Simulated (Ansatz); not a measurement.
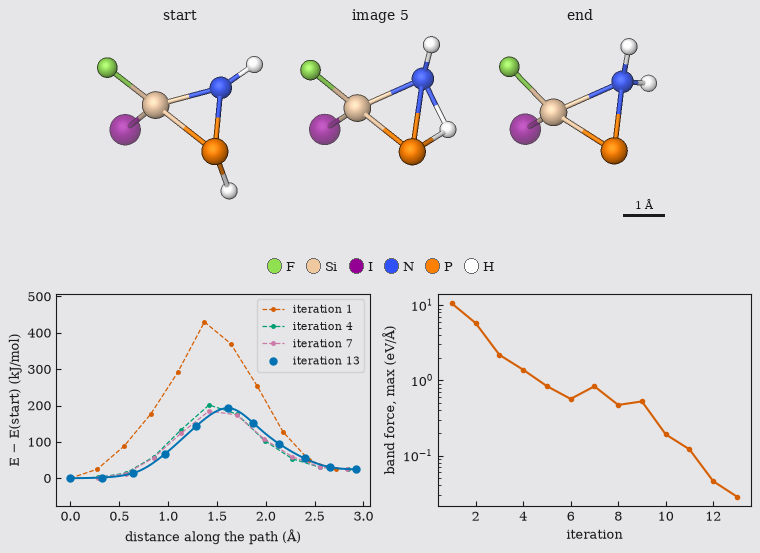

A nudged-elastic-band calculation for SiPNH2IF. Images are numbered from 0 (start) to 10 (end). The plot follows the band through its iterations. A ball-and-stick model, seen at a tilt.

Method: RKS B3LYP-D4/def2-SVP (Ansatz 0.2.0). Settings: 9 movable images; climbing image; force threshold 0.03 eV/Å; iteration limit 60; starting path through a guess of the saddle point.

> Did the band converge, and can the barrier be trusted?

The result is final at these settings. The band converged in 13 iterations. The largest component of the band force went from 11 to 0.028 eV/Å. The climbing image converged on the top of the path. Its vibrational analysis gives one imaginary mode (1588i cm⁻¹), as a transition state must have. The first iteration put the highest image at 430.0 kJ/mol. Forward barrier 192.9 kJ/mol, backward barrier 168.4 kJ/mol, with image 5 at the top; the reaction energy is +24.5 kJ/mol.

The run took 4.1 min on 2 threads of Intel(R) Xeon(R) 6975P-C (Granite Rapids), with other jobs on the host, peak memory 0.26 GiB.
